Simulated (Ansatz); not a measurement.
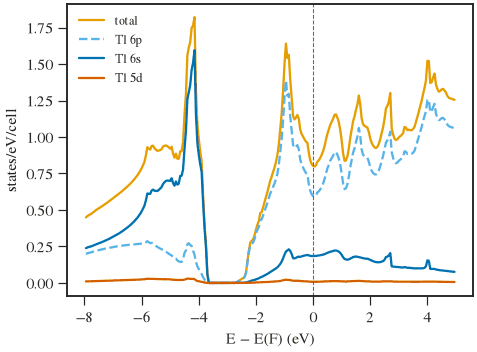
Total and projected density of states of Tl (hcp (Mg type), P6_3/mmc), PBE+D3(BJ) in the plane-wave PAW code Ansatz

Q: Which orbitals carry the states next to the Fermi level?

A: Within 0.5 eV of the Fermi level: Tl 6p 77 %, Tl 6s 21 %. Projections are on Löwdin-orthogonalised atomic valence shells; empty p or d shells of many metals are not among them.

Q: Where is the tallest occupied peak in this window, and what makes it?

A: Near -4.1 eV, about 1.8 states/eV per cell; the largest projected share is Tl 6s.

The cell was relaxed with PBE+D3(BJ) under the symmetry of its start. The pairwise dispersion correction was not fitted to metals. Scalar-relativistic: spin–orbit coupling is off unless named, which matters more the heavier the elements.

Potentials: the later of the program's two PAW sets.
